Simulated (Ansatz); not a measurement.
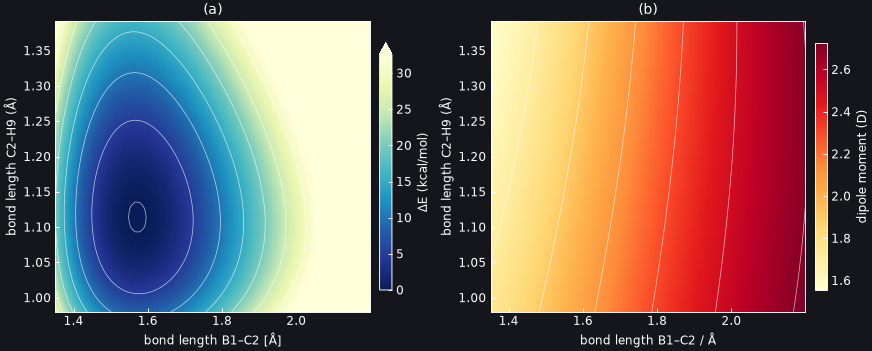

C₂H₄BFO₂, SMILES BC(F)OC=O. 
- Coordinates scanned: (1) bond length B1–C2; (2) bond length C2–H9.
- Nothing is relaxed (all other coordinates rigid).
- Grid: 9 × 9 points.
- Points are written as (first, second).
- All energies are given in kcal/mol relative to the lowest grid point.
- Computed with Ansatz 0.2.0, RKS PBE0-D4/def2-SVP.

Panel (a) is the energy; panel (b) is the computed dipole moment, in D.

The picture shows a smooth colour map with a few white contour lines, one colour for all values above the top of the scale. Between grid points the surface is interpolated.

### How does the dipole moment vary over the map, and what is it at the lowest grid point?

Leaving out the highest fifth of the energies, it runs from 1.56 D at (1.351 Å, 1.392 Å) to 2.62 D at (2.093 Å, 1.032 Å). At the lowest grid point, (1.563 Å, 1.135 Å), it is 1.93 D.

```csv
"bond length C2–H9 ↓, bond length B1–C2 →",1.351,1.457,1.563,1.669,1.775,1.881,1.987,2.093,2.199
1.392,1.56,1.67,1.82,1.98,2.15,2.32,2.46,2.59,2.70
1.341,1.57,1.69,1.84,2.00,2.16,2.32,2.47,2.59,2.70
1.289,1.59,1.71,1.86,2.02,2.18,2.33,2.47,2.59,2.69
1.238,1.61,1.73,1.88,2.04,2.19,2.34,2.48,2.59,2.69
1.186,1.63,1.76,1.90,2.06,2.21,2.35,2.48,2.60,2.70
1.135,1.65,1.78,1.93,2.08,2.23,2.37,2.49,2.60,2.70
1.083,1.68,1.81,1.95,2.10,2.25,2.38,2.51,2.61,2.71
1.032,1.71,1.84,1.98,2.12,2.27,2.40,2.52,2.62,2.71
0.980,1.74,1.87,2.01,2.15,2.29,2.42,2.53,2.64,2.73
```
